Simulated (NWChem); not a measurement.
# SiH4O (SMILES O[SiH3]): CAM-B3LYP/pcseg-0

What is the electronic atomisation energy of SiH4O at CAM-B3LYP/pcseg-0? 

The results are computed with NWChem 7.3.0.

5 further runs of the same task are left out: 1 that didn't finish, 4 set aside as unsound or not needed.

### Step 1. Starting point

SiH4O: 6 atoms, total charge 0, spin state singlet. As SMILES, `O[SiH3]`. The coordinates come from a PBE0-D4/def2-TZVP relaxation.

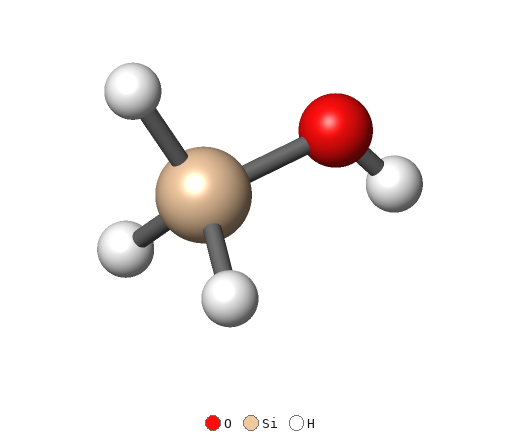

Viewed from a chosen angle; oxygen red, silicon light orange, hydrogen white.

### Step 2. The energy at CAM-B3LYP/pcseg-0 (run 1)

Contents of h4osi.xyz:

```xyz
6

O      0.636700    -1.030300     0.419000
Si    -0.035700     0.346500    -0.187000
H      0.069100    -1.629200     0.904700
H     -1.128300     0.045700    -1.152800
H      1.060500     1.064900    -0.875600
H     -0.602300     1.202400     0.891700
```

Contents of h4osi.nw:

```
start h4osi
memory total 2200 mb

geometry units angstroms noautosym nocenter noautoz
  load h4osi.xyz
end

basis "ao basis" spherical bse
  O library pcseg-0
  Si library pcseg-0
  H library pcseg-0
end

dft
  xc xcamb88 1.00 lyp 0.81 vwn_5 0.19 hfexch 1.00
  cam 0.33 cam_alpha 0.19 cam_beta 0.46
  grid fine
  convergence energy 1e-08
  direct
  maxiter 100
  mulliken
  noprint "final vectors analysis"
end

task dft energy
```

Command:

```console
$ nwchem h4osi.nw > h4osi.out
```

What it wrote:

```text
[...]
          Wavefunction type:  closed shell.
          No. of atoms     :     6
          No. of electrons :    26
[...]
          Charge           :     0
          Spin multiplicity:     1
[...]
          AO basis - number of functions:    30
[...]
              XC Information
              --------------
                     Hartree-Fock (Exact) Exchange  1.000
                   CAM-Becke88 Exchange Functional  1.000
                      VWN V Correlation Functional  0.190 local
              Lee-Yang-Parr Correlation Functional  0.810
[...]
 d= 0,ls=0.0,diis     1   -366.4662709435 -4.31D+02  3.17D-02  4.00D-01     0.7
[...]
 d= 0,ls=0.0,diis     8   -366.5168676887 -5.49D-10  5.70D-07  3.74D-11     4.1
         Total DFT energy =     -366.516867688681
      One electron energy =     -634.663063442474
           Coulomb energy =      234.322230334121
    Exchange-Corr. energy =      -30.930931048198
 Nuclear repulsion energy =       64.754896467871
[...]
      Total Density - Mulliken Population Analysis
     ---------------------------------------------
    Atom       Charge   Shell Charges
 -----------   ------   -------------------------------------------------------
    1 O    8     8.83   1.98  0.95  0.94  2.09  2.87
    2 Si  14    13.16   2.00  2.00  0.93  0.24  5.81  1.02  1.17
    3 H    1     0.62   0.52  0.10
    4 H    1     1.14   0.59  0.55
    5 H    1     1.11   0.59  0.52
    6 H    1     1.14   0.59  0.55
[...]
```

It took 5.1 s on 1 thread of Intel Xeon Platinum 8488C (Sapphire Rapids), shared host; peak memory 0.11 GiB.

### Step 3. The H atom (run 2)

Contents of h.xyz:

```xyz
1
H
H      0.000000     0.000000     0.000000
```

Contents of h.nw:

```
START h
TITLE "H"
memory stack 880 mb heap 220 mb global 1100 mb
GEOMETRY units angstroms noautosym nocenter noautoz
load format xyz h.xyz
END
BASIS spherical bse
* library pcseg-0
END
DFT
xc xcamb88 1.00 lyp 0.81 vwn_5 0.19 hfexch 1.00
cam 0.33 cam_alpha 0.19 cam_beta 0.46
mult 2
grid fine
convergence energy 1e-08
direct
maxiter 100
mulliken
noprint "final vectors analysis"
END
TASK dft energy
```

Run the same way, it converges to -0.49568 Eh (log not shown).

Run 3 isn't shown in full; the table further down has it.

### Step 4. The Si atom, same level (run 4)

Contents of struct.nw:

```
start struct
memory 2200 mb

geometry units bohr noautosym nocenter noautoz
  Si   0.00000000   0.00000000   0.00000000
end

basis spherical bse
  * library pcseg-0
end

dft
  xc xcamb88 1.00 lyp 0.81 vwn_5 0.19 hfexch 1.00
  cam 0.33 cam_alpha 0.19 cam_beta 0.46
  mult 3
  grid fine
  convergence energy 1e-08
  direct
  iterations 100
  mulliken
  noprint "final vectors analysis"
end

task dft
```

Run the same way, it converges to -289.04398 Eh (log not shown).

### Step 5. The series

```tsv
run	level	partner	energy (Eh)	wall time
1	CAM-B3LYP/pcseg-0	base	-366.516868	5.1 s
2	UCAM-B3LYP/pcseg-0	atoms	-0.495683	0.91 s
3	UCAM-B3LYP/pcseg-0	atoms	-74.844753	1 s
4	UCAM-B3LYP/pcseg-0	atoms	-289.043984	1.3 s
```

### Step 6. Summary of results

Level: CAM-B3LYP/pcseg-0.

| quantity | value |
| --- | --- |
| Si atom: total energy | -289.04398 Eh |
| Si atom: ⟨S²⟩ | 2.000 |
| electronic atomisation energy | 17.562 eV |

**Reading.** Taking the molecule apart into free atoms costs 17.56 eV (1694 kJ/mol), before zero-point energy and without spin-orbit coupling. The basis has no polarisation functions, which makes bonds too weak. All runs together took 8.3 s, the longest 5.1 s.
